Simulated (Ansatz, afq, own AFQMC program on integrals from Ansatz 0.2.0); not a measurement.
# BHO (singlet): quantum Monte Carlo beside coupled cluster at angle O2–B1–H3 = 87.7°, cc-pVDZ, part 2 of 2

Ansatz 0.2.0, Gaussian basis, and an in-house AFQMC program (afq) on its integrals; all values are calculated; cc-pVDZ, frozen cores. The steps go on from the part before.

### 12 UHF

File in.yaml:

```yaml
crystal:
  periodic: [false, false, false]
  atoms:
    - {symbol: B, position_ang: [-0.527514, 0.000000, 0.447880]}
    - {symbol: O, position_ang: [0.336403, 0.000000, -0.382035]}
    - {symbol: H, position_ang: [0.318190, 0.000000, 1.260299]}
basis:
  gaussian: {orbitals: cc-pVDZ}
magnetization: {spin_polarized: true, initial_magnetization: 0}
hamiltonian: {xc: hf}
output: {orbitals: {seedname: orbitals}}
```

Command:

```
$ ansatz run in.yaml --threads 1 --pin off --events-out ev --progress --plain --max-ram 1382MiB
```

What it wrote:

```text
Functional definition: HF
  name "HF"
  cite "Fock, Z. Phys. 61, 126 (1930) doi:10.1007/BF01340294"
  parent pbe
  exchange = exact_x
  correlation = 0
302 factors; integrals over basis functions are off by at most 1.1e-3 eV
mean field evaluation 1: about -2719.1409 eV, gradient 2.8e1 eV
mean field evaluation 2: about -2719.1433 eV, gradient 2.8e1 eV
mean field evaluation 4: about -2722.5214 eV, gradient 1.5e0 eV
mean field evaluation 8: about -2722.5548 eV, gradient 4.1e-3 eV
mean field evaluation 16: about -2722.8908 eV, gradient 2.1e-1 eV
mean field evaluation 32: about -2722.8924 eV, gradient 2.5e-5 eV
mean field -2722.89240069 eV, -100.0644500827 hartree, gradient 3.2e-5 eV, S^2 0.549856; 2 other end points of the search recorded, 0 dependent functions left out
reference -2722.89240069 eV, -100.0644500827 hartree; 7, 7 occupied and 26, 26 virtual orbitals, 302 factors
Total energy: -2722.89240069 eV, -100.0644500827 hartree
```

It took 0.21 s on 1 thread of Arm Neoverse V1, shared host.

From the report: ⟨S²⟩ of the determinant 0.550 (pure singlet: 0.00). The determinant is far from a pure spin state, so its energy mixes those of several spin states (harmless only where they are near-degenerate, as at dissociation).

### 13 CCSD(T) on UHF

in.yaml: that of step 12 with these lines changed.

```diff
@@ -9,3 +9,2 @@
 magnetization: {spin_polarized: true, initial_magnetization: 0}
-hamiltonian: {xc: hf}
-output: {orbitals: {seedname: orbitals}}
+correlation: {method: ccsd_t, electrons: outside_noble_gas, hamiltonian_folder: ham}
```

Launched as before.

What it wrote:

```text
Functional definition: HF
  name "HF"
  cite "Fock, Z. Phys. 61, 126 (1930) doi:10.1007/BF01340294"
  parent pbe
  exchange = exact_x
  correlation = 0
302 factors; integrals over basis functions are off by at most 1.1e-3 eV
mean field evaluation 1: about -2719.1409 eV, gradient 2.8e1 eV
mean field evaluation 2: about -2719.1433 eV, gradient 2.8e1 eV
mean field evaluation 4: about -2722.5214 eV, gradient 1.5e0 eV
mean field evaluation 8: about -2722.5548 eV, gradient 4.1e-3 eV
mean field evaluation 16: about -2722.8908 eV, gradient 2.1e-1 eV
mean field evaluation 32: about -2722.8924 eV, gradient 1.2e-2 eV
mean field evaluation 64: about -2722.8924 eV, gradient 3.0e-6 eV
mean field evaluation 96: about -2711.9739 eV, gradient 1.1e1 eV
mean field evaluation 128: about -2718.1299 eV, gradient 6.8e-1 eV
mean field evaluation 160: about -2713.0507 eV, gradient 1.4e-3 eV
mean field -2722.89240069 eV, -100.0644500827 hartree, gradient 2.3e-6 eV, S^2 0.549852; 4 other end points of the search recorded, 0 dependent functions left out
determinant -2722.89240069 eV, -100.0644500827 hartree, with singles and doubles -2730.50219229 eV, -100.3441047657 hartree
determinant -2722.55479845 eV, -100.0520434290 hartree, with singles and doubles -2730.58861135 eV, -100.3472806076 hartree
2 core orbitals not correlated: weight in the atoms' cores, before any rotation towards them, 1.000 or more for the frozen orbitals, at most 0.000 for the correlated occupied ones
reference -2722.89240069 eV, -100.0644500827 hartree; 5, 5 occupied and 26, 26 virtual orbitals, 302 factors
second order -6.58603091 eV of doubles, -0.00000000 eV of singles
cycle   1  -7.62008707 eV  change   -1.0e-2 eV  update   7.7e-3
cycle   2  -7.63798916 eV  change   -1.8e-2 eV  update   5.9e-3
cycle   3  -7.64053607 eV  change   -2.5e-3 eV  update   2.8e-3
cycle   4  -7.65142228 eV  change   -1.1e-2 eV  update   2.0e-3
cycle   5  -7.65964285 eV  change   -8.2e-3 eV  update   8.9e-4
cycle   6  -7.66134494 eV  change   -1.7e-3 eV  update   2.8e-4
cycle   7  -7.66135908 eV  change   -1.4e-5 eV  update   1.2e-4
cycle   8  -7.66138958 eV  change   -3.0e-5 eV  update   4.7e-5
cycle   9  -7.66145952 eV  change   -7.0e-5 eV  update   1.9e-5
cycle  10  -7.66147833 eV  change   -1.9e-5 eV  update   7.1e-6
cycle  11  -7.66148919 eV  change   -1.1e-5 eV  update   2.8e-6
perturbative correction -0.31574262 eV, -0.0116033272 hartree
Total energy: -2730.86963250 eV, -100.3576079446 hartree
```

Wall time 1.1 s (1 thread of Arm Neoverse V1, shared host).

From the report: ⟨S²⟩ of the determinant 0.550 (pure singlet: 0.00); correlation -7.9772 eV; T1 0.094; largest double amplitude 0.16. The determinant is far from a pure spin state, so its energy mixes those of several spin states (harmless only where they are near-degenerate, as at dissociation).

This run also writes the integrals to the folder ham.

### 14 CCSDT(Q) on UHF

in.yaml: that of step 13 with these lines changed.

```diff
@@ -9,2 +9,2 @@
 magnetization: {spin_polarized: true, initial_magnetization: 0}
-correlation: {method: ccsd_t, electrons: outside_noble_gas, hamiltonian_folder: ham}
+correlation: {method: ccsdt_q, electrons: outside_noble_gas}
```

Same command.

What it wrote:

```text
Functional definition: HF
  name "HF"
  cite "Fock, Z. Phys. 61, 126 (1930) doi:10.1007/BF01340294"
  parent pbe
  exchange = exact_x
  correlation = 0
578 factors; integrals over basis functions are off by at most 1.5e-7 eV
mean field evaluation 1: about -2719.1409 eV, gradient 2.8e1 eV
mean field evaluation 2: about -2719.1433 eV, gradient 2.8e1 eV
mean field evaluation 4: about -2722.5214 eV, gradient 1.5e0 eV
mean field evaluation 8: about -2722.5549 eV, gradient 4.1e-3 eV
mean field evaluation 16: about -2722.8909 eV, gradient 2.1e-1 eV
mean field evaluation 32: about -2722.8925 eV, gradient 1.2e-2 eV
mean field evaluation 64: about -2722.8925 eV, gradient 3.0e-6 eV
mean field evaluation 96: about -2711.9740 eV, gradient 1.1e1 eV
mean field evaluation 128: about -2718.1300 eV, gradient 6.8e-1 eV
mean field evaluation 160: about -2713.0507 eV, gradient 1.4e-3 eV
mean field -2722.89245874 eV, -100.0644522159 hartree, gradient 2.3e-6 eV, S^2 0.549854; 4 other end points of the search recorded, 0 dependent functions left out
determinant -2722.89245874 eV, -100.0644522159 hartree, with singles and doubles -2730.50224243 eV, -100.3441066086 hartree
determinant -2722.55485349 eV, -100.0520454516 hartree, with singles and doubles -2730.58866183 eV, -100.3472824627 hartree
2 core orbitals not correlated: weight in the atoms' cores, before any rotation towards them, 1.000 or more for the frozen orbitals, at most 0.000 for the correlated occupied ones
reference -2722.89245874 eV, -100.0644522159 hartree; 5, 5 occupied and 26, 26 virtual orbitals, 578 factors
second order -6.58604307 eV of doubles, -0.00000000 eV of singles
cycle   1  -6.73630362 eV  change   -1.5e-1 eV  update   1.2e-1
cycle   2  -7.21171405 eV  change   -4.8e-1 eV  update   6.6e-2
cycle   3  -7.67864697 eV  change   -4.7e-1 eV  update   5.8e-2
cycle   4  -7.82024700 eV  change   -1.4e-1 eV  update   3.9e-2
cycle   5  -7.92600631 eV  change   -1.1e-1 eV  update   2.8e-2
cycle   6  -8.02830360 eV  change   -1.0e-1 eV  update   1.3e-2
cycle   7  -8.03982559 eV  change   -1.2e-2 eV  update   6.6e-3
cycle   8  -8.03936719 eV  change    4.6e-4 eV  update   3.0e-3
cycle   9  -8.04954056 eV  change   -1.0e-2 eV  update   1.4e-3
cycle  10  -8.04680415 eV  change    2.7e-3 eV  update   6.5e-4
cycle  11  -8.04758164 eV  change   -7.8e-4 eV  update   3.8e-4
cycle  12  -8.04737342 eV  change    2.1e-4 eV  update   1.7e-4
cycle  13  -8.04714107 eV  change    2.3e-4 eV  update   7.9e-5
cycle  14  -8.04721689 eV  change   -7.6e-5 eV  update   3.5e-5
cycle  15  -8.04728377 eV  change   -6.7e-5 eV  update   1.9e-5
cycle  16  -8.04730349 eV  change   -2.0e-5 eV  update   8.9e-6
cycle  17  -8.04732198 eV  change   -1.8e-5 eV  update   4.1e-6
cycle  18  -8.04731885 eV  change    3.1e-6 eV  update   2.0e-6
cycle  19  -8.04731800 eV  change    8.5e-7 eV  update   8.5e-7
cycle  20  -8.04731664 eV  change    1.4e-6 eV  update   4.7e-7
cycle  21  -8.04731553 eV  change    1.1e-6 eV  update   2.3e-7
cycle  22  -8.04731531 eV  change    2.1e-7 eV  update   1.2e-7
perturbative correction -0.05405346 eV, -0.0019864279 hartree
Total energy: -2730.99382751 eV, -100.3621720270 hartree
```

Run time: 13 s. Hardware: 1 thread of Arm Neoverse V1, shared host.

From the report: ⟨S²⟩ of the determinant 0.550 (pure singlet: 0.00); correlation -8.1014 eV; T1 0.105; largest double amplitude 0.20. The determinant is far from a pure spin state, so its energy mixes those of several spin states (harmless only where they are near-degenerate, as at dissociation).

### 15 Phaseless AFQMC, CISD trial on UHF

It reads the integrals that the CCSD(T) run on this determinant wrote.

Command:

```
$ afq ham --method phaseless --trial cisd --walkers 100 --populations 1 --least-time 40 --time-step 0.005 --steps-per-block 50 --equilibration-blocks 28 --max-blocks 300 --target-error 0.00038 --factor-cut 1e-05 --start spin_pure --seed 9051 --release-times 0.24,0.51,0.99,1.62,2.4 --release-step 0.03 --release-every 4 --taylor-order 6
```

What it wrote:

```text
orbitals 31  electrons 5 5  factors 238 of 302
reference energy -100.06445008 Eh
CCSD correlation -0.28155413 Eh in 15 cycles, weight of the determinant in the CISD state 0.7256
energy of the start -100.303218 Eh
 block  time / (1/Eh)  mean weight  energy / Eh
     1     0.250  1.0012  -100.331457
     2     0.500  1.0000  -100.354029
     3     0.750  0.9969  -100.364963
     4     1.000  1.0003  -100.362469
     5     1.250  1.0002  -100.364138
     6     1.500  1.0000  -100.358351
     7     1.750  1.0015  -100.351009
     8     2.000  0.9977  -100.353237
     9     2.250  0.9999  -100.366611
    10     2.500  0.9999  -100.362195
    17     4.250  0.9990  -100.357759
    25     6.250  0.9998  -100.356874
    33     8.250  0.9988  -100.361165
    41    10.250  0.9992  -100.361010
    49    12.250  0.9978  -100.366899
    57    14.250  0.9973  -100.354746
    65    16.250  0.9987  -100.368961
    73    18.250  1.0004  -100.361113
    81    20.250  1.0014  -100.394599
    89    22.250  1.0003  -100.358243
    97    24.250  1.0023  -100.356845
   105    26.250  0.9994  -100.347667
   113    28.250  0.9988  -100.355130
   121    30.250  0.9990  -100.366408
   129    32.250  1.0022  -100.358229
   137    34.250  0.9987  -100.348763
   145    36.250  0.9997  -100.358752
   153    38.250  1.0022  -100.352414
   161    40.250  1.0016  -100.374176
   169    42.250  0.9990  -100.355334
   177    44.250  0.9997  -100.361888
   185    46.250  1.0013  -100.349378
   193    48.250  1.0008  -100.367838
   201    50.250  1.0010  -100.375221
   209    52.250  1.0009  -100.361532
   217    54.250  1.0030  -100.348802
   225    56.250  0.9974  -100.370685
   233    58.250  1.0004  -100.360568
   241    60.250  0.9994  -100.365826
   249    62.250  1.0001  -100.363128
   257    64.250  0.9986  -100.361171
   265    66.250  0.9999  -100.353492
   273    68.250  1.0026  -100.370469
   281    70.250  1.0014  -100.361180
   289    72.250  0.9998  -100.350026
   297    74.250  0.9989  -100.352962
   305    76.250  1.0023  -100.353615
   313    78.250  1.0026  -100.359632
   321    80.250  1.0011  -100.365416
blocks merged  error / Eh  count
     1  0.000452  293
     2  0.000541  146
     4  0.000583  73
     8  0.000581  36
    16  0.000564  18
    32  0.000518  9
released: time / (1/Eh)  energy / Eh  error  mean overlap
  0.24  -100.360725  0.000775  0.9974
  0.51  -100.359713  0.000645  1.0021
  0.99  -100.360837  0.000796  1.0006
  1.62  -100.361043  0.001161  1.0109
  2.40  -100.360969  0.001495  1.0248
energy -100.360741 +/- 0.000581 Eh
```

It took 8.5 min on 1 thread of Arm Neoverse V1, shared host.

Energy -2730.9549 ± 0.0158 eV. Caveats: constraint bias not in the error; error above the target.

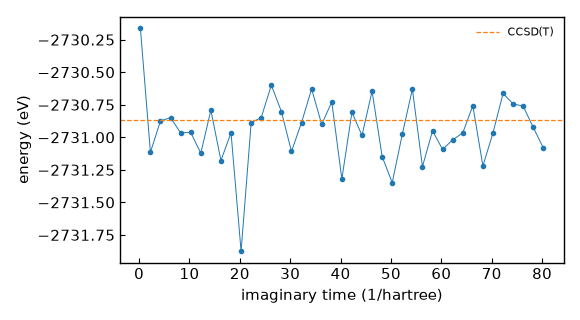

Block energies along the walk.

### 16 Free-projection AFQMC, CID trial on UHF (settings varied)

It reads the integrals that the CCSD(T) run on this determinant wrote.

Command:

```
$ afq ham --method free --trial cid --walkers 100 --time-step 0.02 --max-blocks 30 --target-error 0.00076 --factor-cut 0.03 --seed 6358 --times 0.0,0.5,1.0,2.0,3.0,4.0 --taylor-order 8
```

What it wrote:

```text
orbitals 31  electrons 5 5  factors 81 of 302
reference energy -100.06445008 Eh
CCSD correlation -0.28119438 Eh in 15 cycles, weight of the determinant in the CISD state 0.7271
repeat  energy at the last time / Eh  error
    10  -100.363543  0.003864
    20  -100.361797  0.003089
    30  -100.361178  0.002259
time / (1/Eh)  energy / Eh  error  mean overlap
  0.00  -100.345224  0.000583  1.1729
  0.50  -100.356587  0.000656  1.1790
  1.00  -100.357524  0.000825  1.1931
  2.00  -100.359497  0.001375  1.1620
  3.00  -100.357516  0.001904  1.2051
  4.00  -100.361178  0.002259  1.1700
energy -100.361178 +/- 0.002259 Eh
```

Wall time 72 s (1 thread of Arm Neoverse V1, shared host).

Energy -2730.9668 ± 0.0615 eV. Caveats: remainder of the start not in the error; start is not spin pure; error above the target.

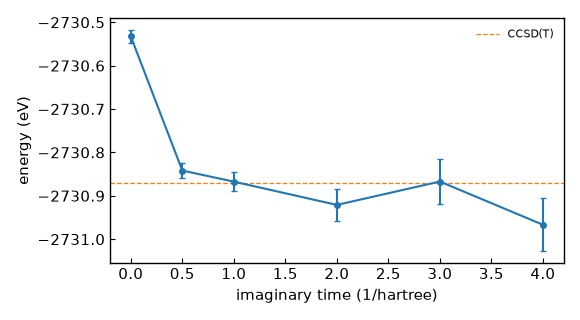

Energy against projection time, with error bars.

### 17 AFQMC on the ladder

On the RHF determinant, counted from CCSDT(Q) (a yardstick, not exact):

| level | energy (eV) | from CCSDT(Q) (kcal/mol) | statistical error (kcal/mol) | time |
| --- | --- | --- | --- | --- |
| HF | -2722.5548 | +194.41 |  |  |
| MP2 | -2730.4178 | +13.09 |  |  |
| CCSD | -2730.5887 | +9.14 |  |  |
| CCSD(T) | -2730.9250 | +1.39 |  |  |
| CCSDT(Q) | -2730.9852 | 0.00 |  |  |
| Phaseless AFQMC, CISD trial, step 0.005, 100 walkers | -2730.9488 | +0.84 | 0.35 | 4 min |

On the UHF determinant, counted from CCSDT(Q) (a yardstick, not exact):

| level | energy (eV) | from CCSDT(Q) (kcal/mol) | statistical error (kcal/mol) | time |
| --- | --- | --- | --- | --- |
| HF | -2722.8924 | +186.82 |  |  |
| MP2 | -2729.4784 | +34.95 |  |  |
| CCSD | -2730.5539 | +10.15 |  |  |
| CCSD(T) | -2730.8696 | +2.86 |  |  |
| CCSDT(Q) | -2730.9938 | 0.00 |  |  |
| Phaseless AFQMC, CISD trial, step 0.005, 100 walkers | -2730.9549 | +0.90 | 0.36 | 8.5 min |

The functionals' totals stand on their own zeros and serve differences with other points: PBE -2734.706 eV; r2SCAN -2736.387 eV; PBE0 -2734.595 eV; B3LYP -2738.002 eV; wB97M-V -2737.004 eV; B2PLYP -2735.449 eV.

### 18 What came out

The summary covers parts 1 to 2.

```
                                        quantity                  value
                    CCSD(T) on RHF from CCSDT(Q)         +1.39 kcal/mol
Phaseless AFQMC, CISD trial on RHF from CCSDT(Q)  +0.84 ± 0.35 kcal/mol
                    CCSD(T) on UHF from CCSDT(Q)         +2.86 kcal/mol
Phaseless AFQMC, CISD trial on UHF from CCSDT(Q)  +0.90 ± 0.36 kcal/mol
```

On RHF the phaseless walk with the CISD trial lies +0.84 kcal/mol from CCSDT(Q), within three error bars. On UHF the phaseless walk with the CISD trial lies +0.90 kcal/mol from CCSDT(Q), within three error bars. Error bars are statistical and leave out the constraint, the time step and what remains of the start.
